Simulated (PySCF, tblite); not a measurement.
**C₈H₁₁ radical: geometry, infrared bands and EPR parameters**

What infrared bands and EPR parameters should C₈H₁₁ radical (`[H]/[C]=C\[C@H]1C/C1=C\CC`) show?

Programs: tblite 0.8.0 and PySCF 2.14.0, with density-fitted response routines of our own. Each step states its level of theory. These are calculated values for one molecule in the gas phase, unless marked as measured. Atoms count from 0, in the outputs and in this text.

**1. The starting structure**

19 atoms, charge 0, multiplicity 2; geometry from: force field or distance geometry start.

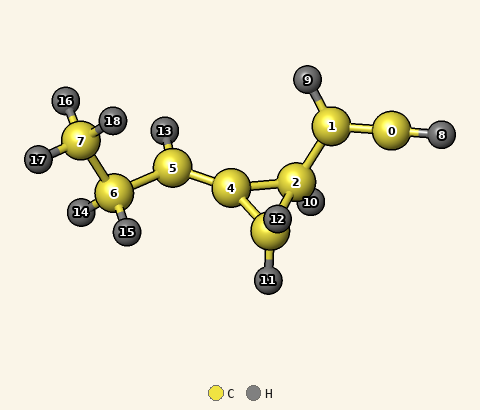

The starting geometry (carbon yellow, hydrogen grey), atoms numbered.

**2. Optimising the geometry with GFN2-xTB**

What the job is given:

```
{"job": {"kind": "relax", "xc": "GFN2-xTB", "basis": "xTB"}, "charge": 0, "multiplicity": 2}
C     -3.647200    -0.103900     0.959500
C     -2.470300    -0.538400     0.673700
C     -1.807500    -0.106500    -0.539000
C     -1.051200     1.278000    -0.537700
C     -0.409900     0.016300    -0.540900
C      0.737000    -0.623500    -0.568100
C      2.077400     0.062100    -0.574000
C      2.889000    -0.285800     0.675300
H     -4.625900     0.261300     1.188400
H     -1.987200    -1.269600     1.335300
H     -2.275600    -0.423100    -1.474600
H     -1.038000     1.845000    -1.441000
H     -1.008400     1.835100     0.402700
H      0.742700    -1.710300    -0.588000
H      2.625900    -0.245600    -1.461500
H      1.959900     1.148900    -0.618800
H      3.057400    -1.366400     0.744300
H      3.856300     0.201200     0.641000
H      2.365700     0.034800     1.587500
```

The run is started by

```bash
$ OMP_NUM_THREADS=1 python probes_run.py task.json out
```

The driver reads the jobs from task.json and runs them one after another.

**Question.** This job is followed by: GFN2-xTB harmonic vibrations, gas phase; UKS B3LYP, pcH-1 on C H, non-relativistic, mean-field spin-orbit, GIAO. Predict these results of the whole session: strongest single infrared mode (GFN2-xTB); zero-point energy (GFN2-xTB); g(iso) (B3LYP); ⟨S²⟩; largest a(iso) (averaged by class); potential on the surface of density 0.002 e/bohr³, 1st and 99th percentile.

**Answer**, as computed:

| quantity | value |
| --- | --- |
| strongest single infrared mode (GFN2-xTB) | 3039 cm⁻¹, 70 km/mol |
| zero-point energy (GFN2-xTB) | 99.5 kcal/mol |
| g(iso) (B3LYP) | 2.00224 |
| ⟨S²⟩ | 0.759 (exact 0.75) |
| largest a(iso) (averaged by class) | 13C on C0, 322.7 MHz |
| potential on the surface of density 0.002 e/bohr³, 1st and 99th percentile | -0.78 V and 0.94 V |

**Reading.** The optimisation took 131 steps and gained 0.564 eV; among the close pairs (by a distance rule), C2–C4 changed most, from 1.403 to 1.467 Å. No mode is imaginary among the 51: a minimum at this level. GFN2-xTB is a fitted tight-binding method: band positions and strengths are rough. Its intensities can rank the bands wrongly. C0 carries the largest spin population, 1.04 e. The isotropic g lies 0.1 ppt below the free-electron value. These values are for one conformer; the search (at its own cheap level) found 2 more, at 1.11, 1.14 kcal/mol, and measured spectra average over such forms.
